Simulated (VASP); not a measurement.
Data:

```
Rh
1.0
    0.00000     1.91809     1.91809
    1.91809     0.00000     1.91809
    1.91809     1.91809     0.00000
Rh
1
Cartesian
  0.00000   0.00000   0.00000
```

Level of theory: PW91 GGA, VASP's PBE PAW potentials (set 64) (plane waves; VASP). Run with 520 eV cut-off, 18×18×18 Γ-centred mesh, tetrahedra with Blöchl corrections, potentials Rh_pv.

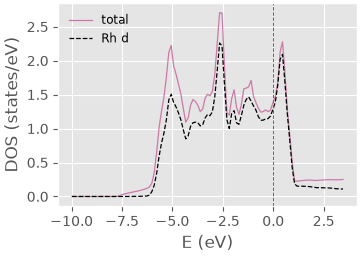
*Total and projected density of states, zero at the Fermi level*

Within 2 eV below the Fermi level the largest weight inside VASP's projection spheres is Rh d.

It has no gap at this level: it comes out as a metal or semimetal.

The compound is Rh in the fcc structure. It was relaxed first.
